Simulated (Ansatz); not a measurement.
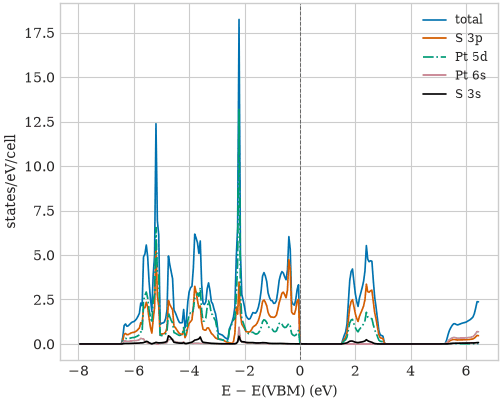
*Total and projected density of states of PtS₂ (CdI2 type, space group No. 164), the program Ansatz at the PBE level (PAW)*

Problem. Which orbitals carry the states next to the gap?

Solution. Top 1 eV of the valence band: S 3p 73 %, Pt 5d 25 %. Bottom 1 eV of the conduction band: S 3p 60 %, Pt 5d 33 %. Projections are on Löwdin-orthogonalised atomic valence shells; empty p or d shells of many metals are not among them.

Problem. Where is the tallest occupied peak in this window, and what makes it?

Solution. Near -2.2 eV, about 18 states/eV per cell; the largest projected share is Pt 5d.

Space group P-3m1 (CdI2 type). The cell was relaxed with PBE under the symmetry of its start. No spin polarisation was allowed. The volume lies over 15 % above that of the usual cell of this phase: another minimum, or an error of the functional. A crystal of weakly bound layers computed without a dispersion correction: the cell and the soft elastic constants depend strongly on that. Scalar-relativistic: spin–orbit coupling is off unless named, which matters more the heavier the elements.

Potentials: the earlier of the program's two PAW sets.
